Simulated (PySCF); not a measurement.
RuOH4: frequency calculation

- system: RuOH4, multiplicity 3
- method: UKS-based PBE0, Ru def2-TZVP with ECP28, O def2-TZVP, H def2-TZVP; non-relativistic Hamiltonian with a scalar-relativistic core potential; density fitting (PySCF 2.14.0)

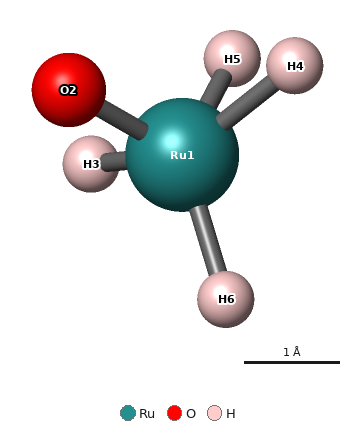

*The input geometry (ball-and-stick view, seen at a tilt; atoms are numbered from 1 in the order of the input). Sticks mark near contacts.*

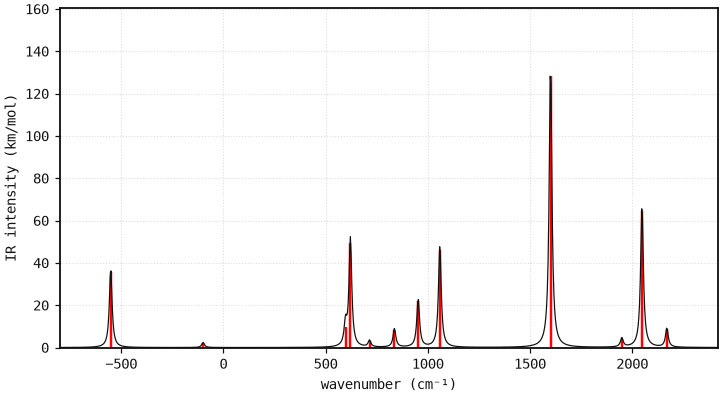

*Harmonic infrared spectrum, unscaled: sticks (degenerate modes added up, dark ones marked on the axis) with a Lorentzian envelope of 16 cm⁻¹ full width, scaled to the tallest stick; imaginary modes are drawn at negative wavenumbers.*

12 modes from 551i to 2170 cm⁻¹, 2 imaginary beyond 8i (551i, 100i cm⁻¹): not a minimum. The strongest line is at 1600 cm⁻¹ (128 km/mol). All modes, in cm⁻¹ (km/mol): 551i (36), 100i (2.3), 597 (9.9), 621 (50), 715 (3.0), 837 (8.5), 953 (22), 1059 (46), 1600 (128), 1949 (4.1), 2048 (65), 2170 (8.7).

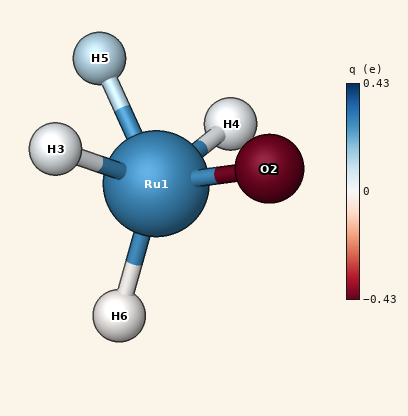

*Mulliken charges, as the colour of each atom (ball-and-stick view, seen at a tilt; atoms are numbered from 1 in the order of the input).*

By element: Ru +0.27, O −0.41 and H −0.01 to +0.12 e.

These pictures come from the run below.

Input
```python
from pyscf import gto, scf, dft
mol = gto.M(atom='''
Ru     0.010844    -0.000000     0.204306
O     -0.004657     0.000000    -1.452367
H     -0.531668     1.553897     0.306507
H     -0.531668    -1.553897     0.306507
H     -1.456065    -0.000000     0.787436
H      1.427689    -0.000000     0.982268''',
    basis={'Ru': 'def2-TZVP', 'O': 'def2-TZVP', 'H': 'def2-TZVP'},
    ecp={'Ru': 'def2-TZVP'},
    charge=0, spin=2)
mf = dft.UKS(mol, xc='PBE0')
mf.grids.atom_grid = (75, 302)
aux = {'Ru': 'def2-universal-JKFIT', 'O': 'def2-universal-JKFIT', 'H': 'def2-universal-JKFIT'}
mf = mf.density_fit(auxbasis=aux)
mf.conv_tol = 1e-09
mf.diis_space = 10
mf.max_cycle = 60
mf.verbose = 4
mf.kernel()
```

The script is an equivalent of the set-up of the self-consistent field. The run itself was carried out by a driver, which started from the orbitals of the step before it where there was one and computed the further properties.

Command:
```bash
OMP_NUM_THREADS=4 python axn.py task.json out
```

Log
```
init E= -172.328037885706
  alpha nocc = 15  HOMO = -0.235944648228546  LUMO = -0.0918649597926762
  beta  nocc = 13  HOMO = -0.343162200336714  LUMO = -0.157709961959032
  HOMO = -0.235944648229  LUMO = -0.157709961959  gap/eV = 2.12887
cycle= 1 E= -172.328037885085  delta_E= 6.22e-10  |g|= 4.4e-05  |ddm|= 2.29e-05
  alpha nocc = 15  HOMO = -0.235939976921777  LUMO = -0.0918622376356232
  beta  nocc = 13  HOMO = -0.343162825822403  LUMO = -0.157700835933088
  HOMO = -0.235939976922  LUMO = -0.157700835933  gap/eV = 2.12900
cycle= 2 E= -172.328037875294  delta_E= 9.79e-09  |g|= 0.000173  |ddm|= 8.83e-05
  alpha nocc = 15  HOMO = -0.235943170590446  LUMO = -0.0918635845270631
  beta  nocc = 13  HOMO = -0.343161838537297  LUMO = -0.157707599439604
  HOMO = -0.23594317059  LUMO = -0.15770759944  gap/eV = 2.12890
cycle= 3 E= -172.328037885754  delta_E= -1.05e-08  |g|= 4.27e-06  |ddm|= 7.05e-05
  alpha nocc = 15  HOMO = -0.235943587155944  LUMO = -0.0918641405249679
  beta  nocc = 13  HOMO = -0.343162126129647  LUMO = -0.157707999103312
  HOMO = -0.235943587156  LUMO = -0.157707999103  gap/eV = 2.12890
cycle= 4 E= -172.328037885762  delta_E= -8.01e-12  |g|= 9.1e-07  |ddm|= 2.88e-06
  alpha nocc = 15  HOMO = -0.235943418605892  LUMO = -0.0918638834797312
  beta  nocc = 13  HOMO = -0.343161919553258  LUMO = -0.157707771685036
  HOMO = -0.235943418606  LUMO = -0.157707771685  gap/eV = 2.12890
Extra cycle  E= -172.328037885762  delta_E= 3.98e-13  |g|= 1.81e-06  |ddm|= 1.73e-06
converged SCF energy = -172.328037885762  <S^2> = 2.0135694  2S+1 = 3.0090327
```

Key numbers

```csv
quantity,value
outcome,converged
total energy,−172.328038 hartree
⟨S²⟩,2.014
zero-point energy,0.028589 hartree
dipole moment,1.89 D
"wavenumbers, lowest and highest",551i and 2170 cm⁻¹
hardware,"4 threads of Arm Neoverse V2, 24 GiB of memory available, shared host"
wall time,74 s (CPU time 3.9 min)
peak memory,1.4 GiB
```
